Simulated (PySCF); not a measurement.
# RuF3: changing the method, part 1 of 2

What do other methods print for RuF3?

Computed with PySCF 2.14.0. Level: method and basis as typed in the scripts.

4 further runs of the same task are left out: 1 for a known fault of the program, 3 that didn't finish. Runs told in other sessions of the task aren't counted.

## 1. Starting geometry

RuF3: 4 atoms, charge 0, spin multiplicity 2.

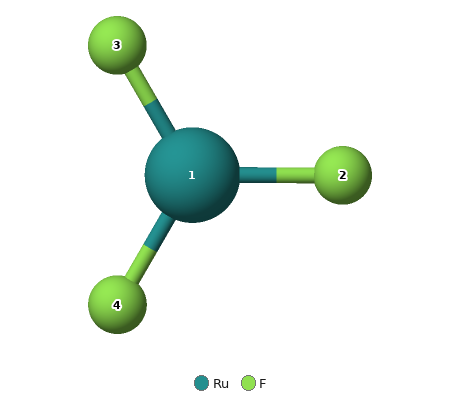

The starting geometry (ruthenium teal, fluorine green); atoms are numbered from 1 in the order of the file.

Geometry (Å):

```
Ru    0.00000    0.00000    0.00000
F     1.88510    0.00000    0.00000
F    -0.94260    1.63250    0.00000
F    -0.94260   -1.63250    0.00000
```

## 2. The run that the others are compared with

input.py reads:

```python
from pyscf import gto, dft

mol = gto.M(
    atom='Ru 0 0 0; F 1.8851 0 0; F -0.9426 1.6325 0; F -0.9426 -1.6325 0',
    basis='crenbl',
    ecp={'Ru': 'crenbl', 'F': 'crenbl'},
    charge=0,
    spin=1,
    symmetry=True,
    verbose=4,
)
mf = dft.UKS(mol, xc='b3pw91')
mf.kernel()
mf.dip_moment()
print('orbital energies (hartree):', [e[max(0, n-3):n+3].round(4) for e, n in zip(mf.mo_energy, mol.nelec)])
```

On the command line:

```console
$ OMP_NUM_THREADS=1 python input.py
```

Output, shortened:

```text
[lines on the frontier levels of each cycle are left out]
PySCF version 2.14.0

[INPUT] verbose = 4
[INPUT] num. atoms = 4
[INPUT] num. electrons = 37
[INPUT] charge = 0
[INPUT] spin (= nelec alpha-beta = 2S) = 1
[INPUT] symmetry True subgroup None
[INPUT] Mole.unit = angstrom
[INPUT] Symbol           X                Y                Z      unit          X                Y                Z       unit  Magmom
[INPUT]  1 Ru     0.000000000000   0.000000000000   0.000000000000 AA    0.000000000000   0.000000000000   0.000000000000 Bohr   0.0
[INPUT]  2 F      1.885100000000   0.000000000000   0.000000000000 AA    3.562322717418   0.000000000000   0.000000000000 Bohr   0.0
[INPUT]  3 F     -0.942600000000   1.632500000000   0.000000000000 AA   -1.781255845015   3.084977898352   0.000000000000 Bohr   0.0
[INPUT]  4 F     -0.942600000000  -1.632500000000   0.000000000000 AA   -1.781255845015  -3.084977898352   0.000000000000 Bohr   0.0

nuclear repulsion = 118.145529312079
point group symmetry = C2v
symmetry origin: [-2.39542748e-05 -6.25477760e-18  0.00000000e+00]
symmetry axis x: [0. 0. 1.]
symmetry axis y: [0. 1. 0.]
symmetry axis z: [1. 0. 0.]
num. orbitals of irrep A1 = 38
num. orbitals of irrep A2 = 8
num. orbitals of irrep B1 = 17
num. orbitals of irrep B2 = 25
number of shells = 38
number of NR pGTOs = 88
number of NR cGTOs = 88
basis = crenbl
ecp = {'Ru': 'crenbl', 'F': 'crenbl'}

******** <class 'pyscf.dft.uks_symm.SymAdaptedUKS'> ********
method = SymAdaptedUKS
initial guess = minao
damping factor = 0
level_shift factor = 0
DIIS = <class 'pyscf.scf.diis.CDIIS'>
diis_start_cycle = 1
diis_space = 8
diis_damp = 0
SCF conv_tol = 1e-09
SCF conv_tol_grad = None
SCF max_cycles = 50
direct_scf = True
direct_scf_tol = 1e-13
number electrons alpha = 19  beta = 18
XC library pyscf.dft.libxc version 7.0.0
    S. Lehtola, C. Steigemann, M. J.T. Oliveira, and M. A.L. Marques.,  SoftwareX 7, 1–5 (2018)
XC functionals = b3pw91
    A. D. Becke.,  J. Chem. Phys. 98, 5648 (1993)
radial grids:
    Treutler-Ahlrichs [JCP 102, 346 (1995); DOI:10.1063/1.469408] (M4) radial grids

becke partition: Becke, JCP 88, 2547 (1988); DOI:10.1063/1.454033
pruning grids: <function nwchem_prune>
grids dens level: 3
symmetrized grids: True
atomic radii adjust function: <function treutler_atomic_radii_adjust>
small_rho_cutoff = 0
Freeze 0 electrons in irreps []
    37 free electrons in irreps A1 A2 B1 B2
Set gradient conv threshold to 3.16228e-05
tot grids = 64960
init E= -127.313631669985

cycle= 1 E= -166.821523275992  delta_E= -39.5  |g|= 0.981  |ddm|= 3.54

cycle= 2 E= -162.620681102809  delta_E=  4.2  |g|= 3.44  |ddm|= 2.25
cycle= 3 E= -167.140314319203  delta_E= -4.52  |g|= 0.393  |ddm|= 1.87
cycle= 4 E= -167.161858323487  delta_E= -0.0215  |g|= 0.275  |ddm|= 0.331
cycle= 5 E= -167.181082920251  delta_E= -0.0192  |g|= 0.145  |ddm|= 0.165
cycle= 6 E= -167.188523178002  delta_E= -0.00744  |g|= 0.0277  |ddm|= 0.072
cycle= 7 E= -167.188819982218  delta_E= -0.000297  |g|= 0.00151  |ddm|= 0.0135
cycle= 8 E= -167.188821896615  delta_E= -1.91e-06  |g|= 0.000473  |ddm|= 0.00161
cycle= 9 E= -167.18882242728  delta_E= -5.31e-07  |g|= 0.000222  |ddm|= 0.00134
cycle= 10 E= -167.188822466159  delta_E= -3.89e-08  |g|= 4.96e-05  |ddm|= 0.000296
cycle= 11 E= -167.188822467934  delta_E= -1.77e-09  |g|= 1.28e-05  |ddm|= 6.79e-05
cycle= 12 E= -167.188822468167  delta_E= -2.33e-10  |g|= 4.69e-06  |ddm|= 3.15e-05
Extra cycle  E= -167.188822468176  delta_E= -8.47e-12  |g|= 1.04e-05  |ddm|= 1.34e-05
converged SCF energy = -167.188822468176  <S^2> = 0.75293685  2S+1 = 2.0029347
Dipole moment(X, Y, Z, Debye):  0.00002,  0.00000,  0.00000
orbital energies (hartree): [array([-0.3301, -0.3113, -0.3113, -0.1952, -0.1952, -0.0375]), array([-0.4371, -0.2992, -0.2992, -0.1811, -0.1811, -0.1721])]
```

It took 16 s on 1 thread of Arm Neoverse N1, shared host.

Base result: E(SCF) = -167.188822 Eh, 12 cycles, ⟨S²⟩ = 0.753, μ = 0.00 D.

No search for the lowest state was made; open d or f shells can end in a higher solution.

## 3. ROKS

Edit 1 changes SCF type: UKS → ROKS.

input.py reads:

```python
from pyscf import gto, dft

mol = gto.M(
    atom='Ru 0 0 0; F 1.8851 0 0; F -0.9426 1.6325 0; F -0.9426 -1.6325 0',
    basis='crenbl',
    ecp={'Ru': 'crenbl', 'F': 'crenbl'},
    charge=0,
    spin=1,
    symmetry=True,
    verbose=4,
)
mf = dft.ROKS(mol, xc='b3pw91')
mf.kernel()
mf.dip_moment()
print('orbital energies (hartree):', mf.mo_energy[..., max(0, mol.nelec[1]-3):mol.nelec[0]+3].round(4))
```

On the command line:

```console
$ OMP_NUM_THREADS=1 python input.py
```

Output:

```text
PySCF version 2.14.0

[INPUT] verbose = 4
[INPUT] num. atoms = 4
[INPUT] num. electrons = 37
[INPUT] charge = 0
[INPUT] spin (= nelec alpha-beta = 2S) = 1
[INPUT] symmetry True subgroup None
[INPUT] Mole.unit = angstrom
[INPUT] Symbol           X                Y                Z      unit          X                Y                Z       unit  Magmom
[INPUT]  1 Ru     0.000000000000   0.000000000000   0.000000000000 AA    0.000000000000   0.000000000000   0.000000000000 Bohr   0.0
[INPUT]  2 F      1.885100000000   0.000000000000   0.000000000000 AA    3.562322717418   0.000000000000   0.000000000000 Bohr   0.0
[INPUT]  3 F     -0.942600000000   1.632500000000   0.000000000000 AA   -1.781255845015   3.084977898352   0.000000000000 Bohr   0.0
[INPUT]  4 F     -0.942600000000  -1.632500000000   0.000000000000 AA   -1.781255845015  -3.084977898352   0.000000000000 Bohr   0.0

nuclear repulsion = 118.145529312079
point group symmetry = C2v
symmetry origin: [-2.39542748e-05 -6.25477760e-18  0.00000000e+00]
symmetry axis x: [0. 0. 1.]
symmetry axis y: [0. 1. 0.]
symmetry axis z: [1. 0. 0.]
num. orbitals of irrep A1 = 38
num. orbitals of irrep A2 = 8
num. orbitals of irrep B1 = 17
num. orbitals of irrep B2 = 25
number of shells = 38
number of NR pGTOs = 88
number of NR cGTOs = 88
basis = crenbl
ecp = {'Ru': 'crenbl', 'F': 'crenbl'}

******** <class 'pyscf.dft.rks_symm.SymAdaptedROKS'> ********
method = SymAdaptedROKS
initial guess = minao
damping factor = 0
level_shift factor = 0
DIIS = <class 'pyscf.scf.diis.CDIIS'>
diis_start_cycle = 1
diis_space = 8
diis_damp = 0
SCF conv_tol = 1e-09
SCF conv_tol_grad = None
SCF max_cycles = 50
direct_scf = True
direct_scf_tol = 1e-13
num. doubly occ = 18  num. singly occ = 1
XC library pyscf.dft.libxc version 7.0.0
    S. Lehtola, C. Steigemann, M. J.T. Oliveira, and M. A.L. Marques.,  SoftwareX 7, 1–5 (2018)
XC functionals = b3pw91
    A. D. Becke.,  J. Chem. Phys. 98, 5648 (1993)
radial grids:
    Treutler-Ahlrichs [JCP 102, 346 (1995); DOI:10.1063/1.469408] (M4) radial grids

becke partition: Becke, JCP 88, 2547 (1988); DOI:10.1063/1.454033
pruning grids: <function nwchem_prune>
grids dens level: 3
symmetrized grids: True
atomic radii adjust function: <function treutler_atomic_radii_adjust>
small_rho_cutoff = 0
Freeze 0 electrons in irreps []
    37 free electrons in irreps A1 A2 B1 B2
Set gradient conv threshold to 3.16228e-05
tot grids = 64960
init E= -127.313631669985
HOMO (A1) = -0.39528656851471  LUMO (A1) = -0.352281722683622
cycle= 1 E= -166.821523275992  delta_E= -39.5  |g|= 1.38  |ddm|= 3.54
HOMO (B1) = -0.225991345423796  LUMO (A1) = -0.168849191010531
cycle= 2 E= -162.596725521984  delta_E= 4.22  |g|= 4.81  |ddm|= 2.24
HOMO (A1) = 0.0333693350061877  LUMO (A1) = -0.196163982884407
cycle= 3 E= -166.639116501588  delta_E= -4.04  |g|= 0.984  |ddm|= 2.38
HOMO (A1) = -0.354580895093932  LUMO (B2) = -0.291804162361614
cycle= 4 E= -167.11530700637  delta_E= -0.476  |g|= 0.59  |ddm|= 1.44
HOMO (A1) = -0.295853234421068  LUMO (B2) = -0.233031576838501
cycle= 5 E= -167.174520585099  delta_E= -0.0592  |g|= 0.246  |ddm|= 0.126
HOMO (A1) = -0.263160170039503  LUMO (B2) = -0.200930029184001
cycle= 6 E= -167.186780881613  delta_E= -0.0123  |g|= 0.0884  |ddm|= 0.0743
HOMO (A1) = -0.256516177274967  LUMO (A1) = -0.193894884163497
cycle= 7 E= -167.188216337615  delta_E= -0.00144  |g|= 0.0305  |ddm|= 0.0335
HOMO (A1) = -0.252223389140921  LUMO (B2) = -0.188886531412282
cycle= 8 E= -167.18841734991  delta_E= -0.000201  |g|= 0.00285  |ddm|= 0.0125
HOMO (A1) = -0.251703441997777  LUMO (A1) = -0.188353883072792
cycle= 9 E= -167.188419433632  delta_E= -2.08e-06  |g|= 0.000352  |ddm|= 0.00148
HOMO (A1) = -0.251630072169363  LUMO (A1) = -0.188274385516165
cycle= 10 E= -167.188419467457  delta_E= -3.38e-08  |g|= 4.26e-05  |ddm|= 0.000219
HOMO (A1) = -0.251623725395397  LUMO (A1) = -0.188264330176801
cycle= 11 E= -167.188419468073  delta_E= -6.15e-10  |g|= 6.28e-06  |ddm|= 4.51e-05
HOMO (A1) = -0.251626196260014  LUMO (A1) = -0.188266924653737
Extra cycle  E= -167.188419468073  delta_E= 1.14e-13  |g|= 1.19e-05  |ddm|= 1.33e-05
converged SCF energy = -167.188419468073
Dipole moment(X, Y, Z, Debye):  0.00006, -0.00000,  0.00000
orbital energies (hartree): [-0.4358 -0.3054 -0.3054 -0.2516 -0.1883 -0.1883 -0.0315]
```

Run time: 15 s. Hardware: 1 thread of Arm Neoverse N1, shared host.

This run: E(SCF) = -167.188419 Eh (+0.0110 eV from the base), 11 cycles, μ = 0.00 D.

## 4. 0.5*hf+0.5*b88,lyp

Edit 2 changes functional: b3pw91 → 0.5*hf+0.5*b88,lyp.

Edit input.py of step 2 so:

```diff
@@ -11,3 +11,3 @@
 )
-mf = dft.UKS(mol, xc='b3pw91')
+mf = dft.UKS(mol, xc='0.5*hf+0.5*b88,lyp')
 mf.kernel()
```

On the command line:

```console
$ OMP_NUM_THREADS=1 python input.py
```

Output:

```text
[lines on the frontier levels of each cycle are left out]
PySCF version 2.14.0

[INPUT] verbose = 4
[INPUT] num. atoms = 4
[INPUT] num. electrons = 37
[INPUT] charge = 0
[INPUT] spin (= nelec alpha-beta = 2S) = 1
[INPUT] symmetry True subgroup None
[INPUT] Mole.unit = angstrom
[INPUT] Symbol           X                Y                Z      unit          X                Y                Z       unit  Magmom
[INPUT]  1 Ru     0.000000000000   0.000000000000   0.000000000000 AA    0.000000000000   0.000000000000   0.000000000000 Bohr   0.0
[INPUT]  2 F      1.885100000000   0.000000000000   0.000000000000 AA    3.562322717418   0.000000000000   0.000000000000 Bohr   0.0
[INPUT]  3 F     -0.942600000000   1.632500000000   0.000000000000 AA   -1.781255845015   3.084977898352   0.000000000000 Bohr   0.0
[INPUT]  4 F     -0.942600000000  -1.632500000000   0.000000000000 AA   -1.781255845015  -3.084977898352   0.000000000000 Bohr   0.0

nuclear repulsion = 118.145529312079
point group symmetry = C2v
symmetry origin: [-2.39542748e-05 -6.25477760e-18  0.00000000e+00]
symmetry axis x: [0. 0. 1.]
symmetry axis y: [0. 1. 0.]
symmetry axis z: [1. 0. 0.]
num. orbitals of irrep A1 = 38
num. orbitals of irrep A2 = 8
num. orbitals of irrep B1 = 17
num. orbitals of irrep B2 = 25
number of shells = 38
number of NR pGTOs = 88
number of NR cGTOs = 88
basis = crenbl
ecp = {'Ru': 'crenbl', 'F': 'crenbl'}

******** <class 'pyscf.dft.uks_symm.SymAdaptedUKS'> ********
method = SymAdaptedUKS
initial guess = minao
damping factor = 0
level_shift factor = 0
DIIS = <class 'pyscf.scf.diis.CDIIS'>
diis_start_cycle = 1
diis_space = 8
diis_damp = 0
SCF conv_tol = 1e-09
SCF conv_tol_grad = None
SCF max_cycles = 50
direct_scf = True
direct_scf_tol = 1e-13
number electrons alpha = 19  beta = 18
XC library pyscf.dft.libxc version 7.0.0
    S. Lehtola, C. Steigemann, M. J.T. Oliveira, and M. A.L. Marques.,  SoftwareX 7, 1–5 (2018)
XC functionals = 0.5*hf+0.5*b88,lyp
    A. D. Becke.,  Phys. Rev. A 38, 3098 (1988)
    C. Lee, W. Yang, and R. G. Parr.,  Phys. Rev. B 37, 785 (1988)
    B. Miehlich, A. Savin, H. Stoll, and H. Preuss.,  Chem. Phys. Lett. 157, 200 (1989)
radial grids:
    Treutler-Ahlrichs [JCP 102, 346 (1995); DOI:10.1063/1.469408] (M4) radial grids

becke partition: Becke, JCP 88, 2547 (1988); DOI:10.1063/1.454033
pruning grids: <function nwchem_prune>
grids dens level: 3
symmetrized grids: True
atomic radii adjust function: <function treutler_atomic_radii_adjust>
small_rho_cutoff = 0
Freeze 0 electrons in irreps []
    37 free electrons in irreps A1 A2 B1 B2
Set gradient conv threshold to 3.16228e-05
tot grids = 64960
init E= -126.52576954781

cycle= 1 E= -166.536633237751  delta_E=  -40  |g|= 0.878  |ddm|= 3.59
cycle= 2 E= -165.645457598935  delta_E= 0.891  |g|= 1.87  |ddm|= 1.24
cycle= 3 E= -166.790742723629  delta_E= -1.15  |g|= 0.182  |ddm|= 0.836
cycle= 4 E= -166.799729247522  delta_E= -0.00899  |g|= 0.0599  |ddm|= 0.155
cycle= 5 E= -166.801040863743  delta_E= -0.00131  |g|= 0.00442  |ddm|= 0.0407
cycle= 6 E= -166.801084895054  delta_E= -4.4e-05  |g|= 0.00204  |ddm|= 0.0131
cycle= 7 E= -166.801098116462  delta_E= -1.32e-05  |g|= 0.00108  |ddm|= 0.00651
cycle= 8 E= -166.801101385658  delta_E= -3.27e-06  |g|= 0.000245  |ddm|= 0.0034
cycle= 9 E= -166.801101511769  delta_E= -1.26e-07  |g|= 0.000173  |ddm|= 0.000654
cycle= 10 E= -166.801101525826  delta_E= -1.41e-08  |g|= 4.48e-05  |ddm|= 0.000125
cycle= 11 E= -166.801101528984  delta_E= -3.16e-09  |g|= 4.93e-06  |ddm|= 0.000116
cycle= 12 E= -166.801101529053  delta_E= -6.86e-11  |g|= 1.44e-06  |ddm|= 1.28e-05
Extra cycle  E= -166.801101529053  delta_E= -7.39e-13  |g|= 2.11e-06  |ddm|= 2.25e-06
converged SCF energy = -166.801101529053  <S^2> = 0.75337729  2S+1 = 2.0033744
Dipole moment(X, Y, Z, Debye):  0.00016, -0.00000,  0.00000
orbital energies (hartree): [array([-0.4117, -0.4064, -0.4064, -0.1531, -0.1531, -0.0139]), array([-0.5166, -0.3937, -0.3937, -0.1354, -0.1354, -0.1255])]
```

Wall time 15 s (1 thread of Arm Neoverse N1, shared host).

This run: E(SCF) = -166.801102 Eh, 12 cycles, ⟨S²⟩ = 0.753, μ = 0.00 D.

## 5. Bhandhlyp

Edit 3 changes functional: b3pw91 → bhandhlyp.

Edit input.py of step 2 so:

```diff
@@ -11,3 +11,3 @@
 )
-mf = dft.UKS(mol, xc='b3pw91')
+mf = dft.UKS(mol, xc='bhandhlyp')
 mf.kernel()
```

On the command line:

```console
$ OMP_NUM_THREADS=1 python input.py
```

Output:

```text
[lines on the frontier levels of each cycle are left out]
PySCF version 2.14.0

[INPUT] verbose = 4
[INPUT] num. atoms = 4
[INPUT] num. electrons = 37
[INPUT] charge = 0
[INPUT] spin (= nelec alpha-beta = 2S) = 1
[INPUT] symmetry True subgroup None
[INPUT] Mole.unit = angstrom
[INPUT] Symbol           X                Y                Z      unit          X                Y                Z       unit  Magmom
[INPUT]  1 Ru     0.000000000000   0.000000000000   0.000000000000 AA    0.000000000000   0.000000000000   0.000000000000 Bohr   0.0
[INPUT]  2 F      1.885100000000   0.000000000000   0.000000000000 AA    3.562322717418   0.000000000000   0.000000000000 Bohr   0.0
[INPUT]  3 F     -0.942600000000   1.632500000000   0.000000000000 AA   -1.781255845015   3.084977898352   0.000000000000 Bohr   0.0
[INPUT]  4 F     -0.942600000000  -1.632500000000   0.000000000000 AA   -1.781255845015  -3.084977898352   0.000000000000 Bohr   0.0

nuclear repulsion = 118.145529312079
point group symmetry = C2v
symmetry origin: [-2.39542748e-05 -6.25477760e-18  0.00000000e+00]
symmetry axis x: [0. 0. 1.]
symmetry axis y: [0. 1. 0.]
symmetry axis z: [1. 0. 0.]
num. orbitals of irrep A1 = 38
num. orbitals of irrep A2 = 8
num. orbitals of irrep B1 = 17
num. orbitals of irrep B2 = 25
number of shells = 38
number of NR pGTOs = 88
number of NR cGTOs = 88
basis = crenbl
ecp = {'Ru': 'crenbl', 'F': 'crenbl'}

******** <class 'pyscf.dft.uks_symm.SymAdaptedUKS'> ********
method = SymAdaptedUKS
initial guess = minao
damping factor = 0
level_shift factor = 0
DIIS = <class 'pyscf.scf.diis.CDIIS'>
diis_start_cycle = 1
diis_space = 8
diis_damp = 0
SCF conv_tol = 1e-09
SCF conv_tol_grad = None
SCF max_cycles = 50
direct_scf = True
direct_scf_tol = 1e-13
number electrons alpha = 19  beta = 18
XC library pyscf.dft.libxc version 7.0.0
    S. Lehtola, C. Steigemann, M. J.T. Oliveira, and M. A.L. Marques.,  SoftwareX 7, 1–5 (2018)
XC functionals = bhandhlyp
    A. D. Becke.,  J. Chem. Phys. 98, 1372 (1993)
    Defined through Gaussian implementation.
radial grids:
    Treutler-Ahlrichs [JCP 102, 346 (1995); DOI:10.1063/1.469408] (M4) radial grids

becke partition: Becke, JCP 88, 2547 (1988); DOI:10.1063/1.454033
pruning grids: <function nwchem_prune>
grids dens level: 3
symmetrized grids: True
atomic radii adjust function: <function treutler_atomic_radii_adjust>
small_rho_cutoff = 0
Freeze 0 electrons in irreps []
    37 free electrons in irreps A1 A2 B1 B2
Set gradient conv threshold to 3.16228e-05
tot grids = 64960
init E= -126.52576954781

cycle= 1 E= -166.536633237751  delta_E=  -40  |g|= 0.878  |ddm|= 3.59
cycle= 2 E= -165.645457598935  delta_E= 0.891  |g|= 1.87  |ddm|= 1.24
cycle= 3 E= -166.790742723629  delta_E= -1.15  |g|= 0.182  |ddm|= 0.836
cycle= 4 E= -166.799729247522  delta_E= -0.00899  |g|= 0.0599  |ddm|= 0.155
cycle= 5 E= -166.801040863743  delta_E= -0.00131  |g|= 0.00442  |ddm|= 0.0407
cycle= 6 E= -166.801084895054  delta_E= -4.4e-05  |g|= 0.00204  |ddm|= 0.0131
cycle= 7 E= -166.801098116462  delta_E= -1.32e-05  |g|= 0.00108  |ddm|= 0.00651
cycle= 8 E= -166.801101385658  delta_E= -3.27e-06  |g|= 0.000245  |ddm|= 0.0034
cycle= 9 E= -166.801101511769  delta_E= -1.26e-07  |g|= 0.000173  |ddm|= 0.000654
cycle= 10 E= -166.801101525826  delta_E= -1.41e-08  |g|= 4.48e-05  |ddm|= 0.000125
cycle= 11 E= -166.801101528984  delta_E= -3.16e-09  |g|= 4.93e-06  |ddm|= 0.000116
cycle= 12 E= -166.801101529053  delta_E= -6.86e-11  |g|= 1.44e-06  |ddm|= 1.28e-05
Extra cycle  E= -166.801101529053  delta_E= -7.39e-13  |g|= 2.11e-06  |ddm|= 2.25e-06
converged SCF energy = -166.801101529053  <S^2> = 0.75337729  2S+1 = 2.0033744
Dipole moment(X, Y, Z, Debye):  0.00016, -0.00000,  0.00000
orbital energies (hartree): [array([-0.4117, -0.4064, -0.4064, -0.1531, -0.1531, -0.0139]), array([-0.5166, -0.3937, -0.3937, -0.1354, -0.1354, -0.1255])]
```

Run time: 15 s. Hardware: 1 thread of Arm Neoverse N1, shared host.

Result: E(SCF) = -166.801102 Eh, 12 cycles, ⟨S²⟩ = 0.753, μ = 0.00 D.

## 6. Camb3lyp

Edit 4 changes functional: b3pw91 → camb3lyp.

Edit input.py of step 2 so:

```diff
@@ -11,3 +11,3 @@
 )
-mf = dft.UKS(mol, xc='b3pw91')
+mf = dft.UKS(mol, xc='camb3lyp')
 mf.kernel()
```

On the command line:

```console
$ OMP_NUM_THREADS=1 python input.py
```

Output:

```text
[lines on the frontier levels of each cycle are left out]
PySCF version 2.14.0

[INPUT] verbose = 4
[INPUT] num. atoms = 4
[INPUT] num. electrons = 37
[INPUT] charge = 0
[INPUT] spin (= nelec alpha-beta = 2S) = 1
[INPUT] symmetry True subgroup None
[INPUT] Mole.unit = angstrom
[INPUT] Symbol           X                Y                Z      unit          X                Y                Z       unit  Magmom
[INPUT]  1 Ru     0.000000000000   0.000000000000   0.000000000000 AA    0.000000000000   0.000000000000   0.000000000000 Bohr   0.0
[INPUT]  2 F      1.885100000000   0.000000000000   0.000000000000 AA    3.562322717418   0.000000000000   0.000000000000 Bohr   0.0
[INPUT]  3 F     -0.942600000000   1.632500000000   0.000000000000 AA   -1.781255845015   3.084977898352   0.000000000000 Bohr   0.0
[INPUT]  4 F     -0.942600000000  -1.632500000000   0.000000000000 AA   -1.781255845015  -3.084977898352   0.000000000000 Bohr   0.0

nuclear repulsion = 118.145529312079
point group symmetry = C2v
symmetry origin: [-2.39542748e-05 -6.25477760e-18  0.00000000e+00]
symmetry axis x: [0. 0. 1.]
symmetry axis y: [0. 1. 0.]
symmetry axis z: [1. 0. 0.]
num. orbitals of irrep A1 = 38
num. orbitals of irrep A2 = 8
num. orbitals of irrep B1 = 17
num. orbitals of irrep B2 = 25
number of shells = 38
number of NR pGTOs = 88
number of NR cGTOs = 88
basis = crenbl
ecp = {'Ru': 'crenbl', 'F': 'crenbl'}

******** <class 'pyscf.dft.uks_symm.SymAdaptedUKS'> ********
method = SymAdaptedUKS
initial guess = minao
damping factor = 0
level_shift factor = 0
DIIS = <class 'pyscf.scf.diis.CDIIS'>
diis_start_cycle = 1
diis_space = 8
diis_damp = 0
SCF conv_tol = 1e-09
SCF conv_tol_grad = None
SCF max_cycles = 50
direct_scf = True
direct_scf_tol = 1e-13
number electrons alpha = 19  beta = 18
XC library pyscf.dft.libxc version 7.0.0
    S. Lehtola, C. Steigemann, M. J.T. Oliveira, and M. A.L. Marques.,  SoftwareX 7, 1–5 (2018)
XC functionals = camb3lyp
    T. Yanai, D. P. Tew, and N. C. Handy.,  Chem. Phys. Lett. 393, 51 (2004)
radial grids:
    Treutler-Ahlrichs [JCP 102, 346 (1995); DOI:10.1063/1.469408] (M4) radial grids

becke partition: Becke, JCP 88, 2547 (1988); DOI:10.1063/1.454033
pruning grids: <function nwchem_prune>
grids dens level: 3
symmetrized grids: True
atomic radii adjust function: <function treutler_atomic_radii_adjust>
small_rho_cutoff = 0
Freeze 0 electrons in irreps []
    37 free electrons in irreps A1 A2 B1 B2
Set gradient conv threshold to 3.16228e-05
tot grids = 64960
init E= -126.831565852134

cycle= 1 E= -166.675981941077  delta_E= -39.8  |g|= 0.902  |ddm|= 3.51
cycle= 2 E= -165.518220901089  delta_E= 1.16  |g|= 2.12  |ddm|= 1.33
cycle= 3 E= -166.956177042433  delta_E= -1.44  |g|= 0.232  |ddm|= 0.915
cycle= 4 E= -166.969543428332  delta_E= -0.0134  |g|= 0.0776  |ddm|= 0.176
cycle= 5 E= -166.971766006356  delta_E= -0.00222  |g|= 0.00545  |ddm|= 0.0444
cycle= 6 E= -166.971812675135  delta_E= -4.67e-05  |g|= 0.00231  |ddm|= 0.013
cycle= 7 E= -166.971823419665  delta_E= -1.07e-05  |g|= 0.000756  |ddm|= 0.00747
cycle= 8 E= -166.971824809255  delta_E= -1.39e-06  |g|= 0.000273  |ddm|= 0.00174
cycle= 9 E= -166.971825006113  delta_E= -1.97e-07  |g|= 0.00032  |ddm|= 0.000763
cycle= 10 E= -166.971825057601  delta_E= -5.15e-08  |g|= 2.41e-05  |ddm|= 0.000288
cycle= 11 E= -166.971825059097  delta_E= -1.5e-09  |g|= 3.61e-06  |ddm|= 8.03e-05
cycle= 12 E= -166.971825059137  delta_E= -4e-11  |g|= 1.44e-06  |ddm|= 1.2e-05
Extra cycle  E= -166.971825059137  delta_E= 5.68e-13  |g|= 2.48e-06  |ddm|= 2.61e-06
converged SCF energy = -166.971825059137  <S^2> = 0.75235935  2S+1 = 2.002358
Dipole moment(X, Y, Z, Debye):  0.00013, -0.00000,  0.00000
orbital energies (hartree): [array([-0.3975, -0.3846, -0.3846, -0.1445, -0.1445, -0.0061]), array([-0.5011, -0.3731, -0.3731, -0.13  , -0.13  , -0.1257])]
```

It took 18 s on 1 thread of Arm Neoverse N1, shared host.

Result: E(SCF) = -166.971825 Eh, 12 cycles, ⟨S²⟩ = 0.752, μ = 0.00 D.

(Continued in part 2 of 2.)
